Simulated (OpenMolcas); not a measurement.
Exact exchange and the vertical energy of the triplet above the singlet of CH2Se (methaneselone)

CH2Se has 4 atoms, charge 0, and is taken as a singlet. SMILES: `C=[Se]`. The shape is that of a PBE0-D4/def2-TZVP optimisation.

The vertical energy of the triplet above the singlet y, in eV, basis def2-TZVPP; a is the functional's share of exact exchange. Programs: OpenMolcas 26.06.

| functional | program | a | y (eV) |
| --- | --- | --- | --- |
| BLYP | OpenMolcas | 0 | 1.56 |
| revPBE | OpenMolcas | 0 | 1.46 |
| B3LYP | OpenMolcas | 0.2 | ? |
| PBE0 | OpenMolcas | 0.25 | 1.34 |
| BHLYP | OpenMolcas | 0.5 | 1.27 |

Fit y = c + s·a to the known rows and predict B3LYP.


1. Means of the 4 rows: a = 0.1875, y = 1.407.
2. Σ(Δa)² = 0.17188, Σ(Δa·Δy) = -0.085625, so the slope is -0.085625/0.17188 = -0.49817.
3. Intercept: 1.407 − (-0.49817) × 0.1875 = 1.500. The largest residual of the fit is 0.060.
4. B3LYP: 1.500 + (-0.49817) × 0.2 = 1.40 eV.

The run gave 1.46 eV, so the prediction is off by -0.06 eV, about the scatter of the fit. Exact exchange favours the state with more unpaired electrons. The rows mix families of semi-local functionals, which the line can't see.

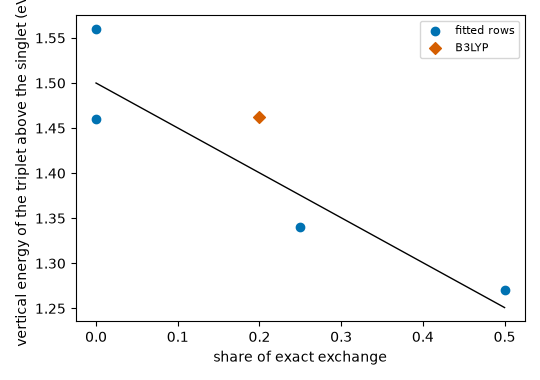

The fitted line, with the withheld row.
